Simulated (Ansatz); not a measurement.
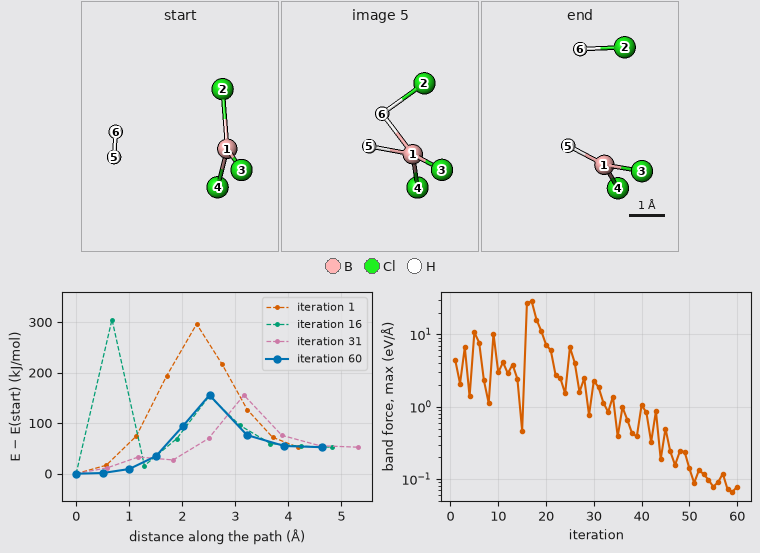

A nudged-elastic-band calculation for BH2Cl3, made up at the start of BCl3 and H$_{2}$. Images are numbered from 0 (start) to 8 (end). The plot follows the band through its iterations. Style: ball-and-stick. Shown at a tilt.

The calculation used RKS B3LYP/def2-SVP in Ansatz 0.2.0. Run with 7 movable images; climbing image; force threshold 0.03 eV/Å; iteration limit 60; starting path through a guess of the saddle point.

Question: Did the band converge, and can the barrier be trusted?

Answer: The result isn't final. The band hadn't converged when the run stopped after 60 iterations. The largest component of the band force went from 4.4 to 0.079 eV/Å. The barrier read from it is provisional, though the highest image hardly moved in the last two iterations. The first iteration put the highest image at 296.4 kJ/mol. The energy climbs by 155.6 kJ/mol to image 5 and then falls by 103.1 kJ/mol, so the end point sits at +52.5 kJ/mol.

Limits of the set-up: the start holds two separate molecules, 3.3 Å apart at their closest, whose relative position is a soft coordinate and is computed without a dispersion correction.
